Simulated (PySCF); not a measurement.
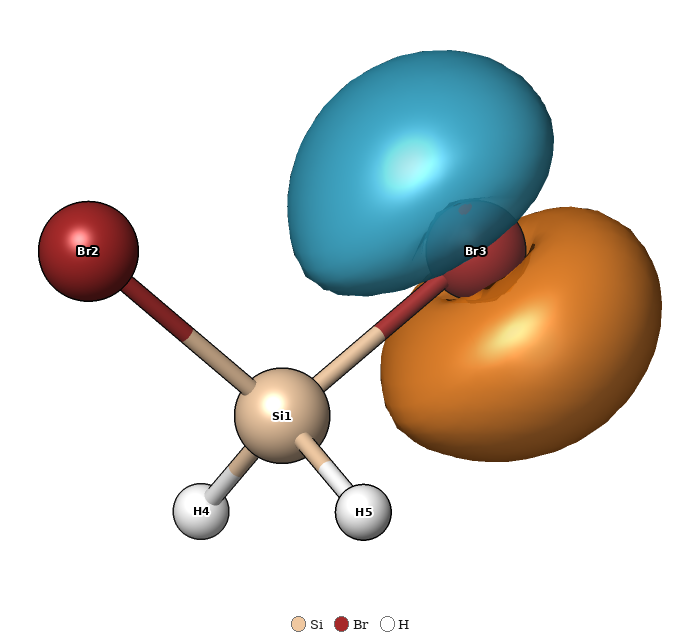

*Br₂H₂Si. Pipek–Mezey orbitals, occupied; each surface holds about 80 % of the orbital's density. Energies are diagonal elements of the Fock matrix.*

Computed with PySCF, CAM-B3LYP/6-311G**, geometry: GFN2-xTB. No frequency check shows the geometry to be a minimum. GFN2-xTB bond lengths at metals and heavier atoms can be off by up to 0.1 Å and shapes distorted, which carries into these values.

Geometry (Å), atoms numbered from 1:

```
Si1      0.0000    1.0395    0.0000
Br2      1.7866   -0.2592    0.0000
Br3     -1.7867   -0.2592    0.0000
H4      -0.0001    1.7973   -1.2318
H5       0.0001    1.7973    1.2318
```

What does this orbital represent?

Answer. Lone pair on Br3 (p-type) (Br3 96 %; −10.4 eV).
